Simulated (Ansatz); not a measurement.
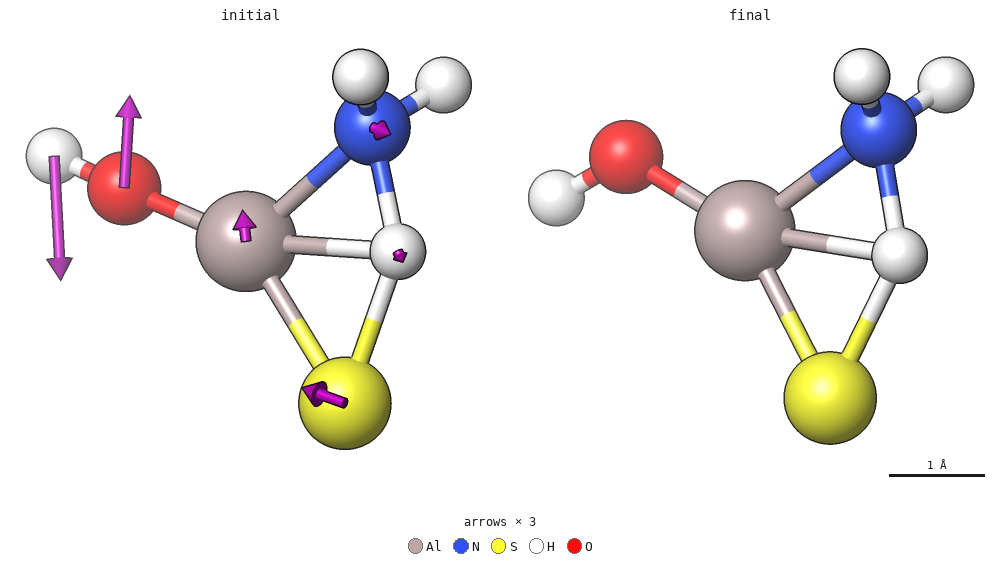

The structure of AlNH4SO before (left) and after (right) a constrained relaxation, at one scale. The purple arrows give the displacements, magnified 3 times.

The picture is a ball-and-stick view, seen at a tilt.

The reaction that was planned forms N2–H4 and breaks Al1–N2, S3–H4 (atoms numbered from 1 in input order).

Computed with RKS PBE0-D4/def2-SVP in Ansatz.

The input:
```yaml
crystal:
  periodic: [false, false, false]
  atoms:
    - {symbol: Al, position_ang: [-0.734000, -0.004800, -0.247800]}
    - {symbol: N, position_ang: [1.117800, -0.155200, 0.336000]}
    - {symbol: S, position_ang: [-0.778000, -2.077000, -0.772900]}
    - {symbol: H, position_ang: [0.615500, -1.331100, -0.123400]}
    - {symbol: O, position_ang: [-1.550600, 1.410900, -0.172200]}
    - {symbol: H, position_ang: [1.416400, -0.226200, 1.303700]}
    - {symbol: H, position_ang: [1.924100, 0.146800, -0.202300]}
    - {symbol: H, position_ang: [-2.011200, 2.236700, -0.121000]}
basis:
  gaussian: {orbitals: def2-SVP}
hamiltonian: {xc: pbe0, dispersion: d4}
relax: {f_tol: 0.04, max_steps: 150, escape_saddle: false, constraints: [{distance: [1, 3]}, {distance: [0, 1]}, {distance: [2, 3]}]}
```

Command:
```bash
ansatz run in.yaml --threads 4 --pin off --events-out ev --progress --plain --max-ram 9574MiB
```

What changed between the two?

Over 10 geometry steps the energy falls by 16.8 kJ/mol. The largest force component goes from 1.1 to 0.0062 eV/Å. The atom that moves furthest after the best rigid fit is H8 (0.44 Å). Largest moves by element: H 0.44 Å, O 0.33 Å, S 0.19 Å, Al 0.12 Å, N 0.09 Å. Some distances before and after: Al1–H4 1.896 → 1.955 Å, Al1–O5 1.636 → 1.693 Å, Al1–S3 2.138 → 2.091 Å, O5–H8 0.947 → 0.959 Å. Bond angles that change, for instance: Al1–O5–H8 179.1° → 125.9°, Al1–N2–H6 124.8° → 121.3°, Al1–S3–H4 57.8° → 60.9°.
